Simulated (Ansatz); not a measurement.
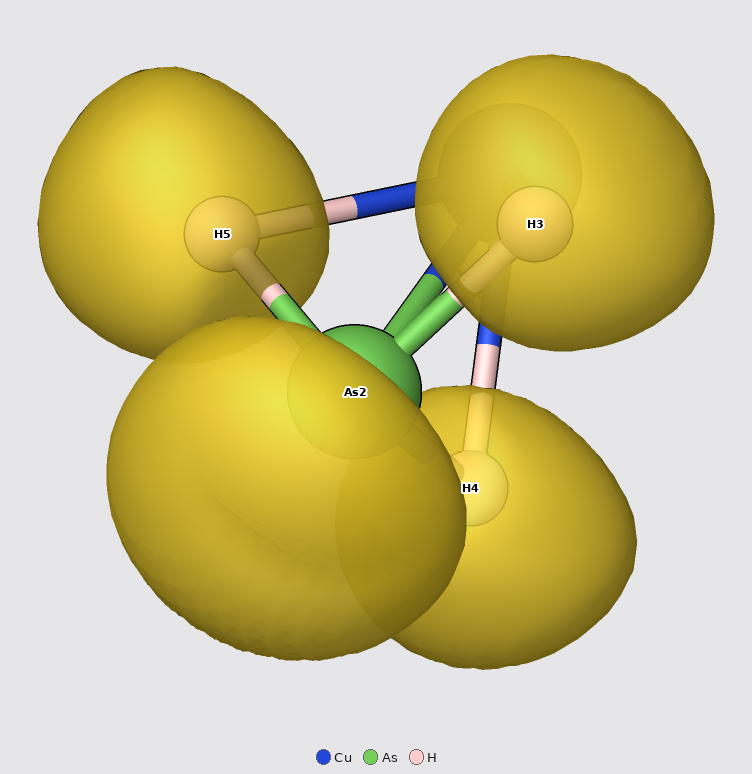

AsCuH3 (charge +1). Isosurface of the ELF at 0.8 (yellow), seen at an oblique angle. Only the valence region is drawn (cores and ρ < 0.01 e/Å³ removed).

Geometry: PBE0-D4/def2-TZVP.

The calculation used Ansatz, RKS PBE0-D4/def2-TZVPPD.

| atom | x (Å) | y (Å) | z (Å) |
| --- | --- | --- | --- |
| Cu | -0.1082 | -0.7590 | -1.2202 |
| As | 0.0753 | 0.5301 | 0.8505 |
| H | -1.2540 | 0.3662 | 0.0541 |
| H | 0.8876 | 0.8536 | -0.4394 |
| H | 0.3993 | -0.9908 | 0.7551 |

Describe the localisation domains.

The surface consists of three regions around hydrogen nuclei and one lobe on As, pointing away from the bonds (lone pairs).

Values along the shortest contacts:
Cu–As (2.45 Å): the ELF is about 0.30 at the midpoint. As–H (1.56 Å): the ELF climbs to about 1 towards the hydrogen, as it does in any bond to H.
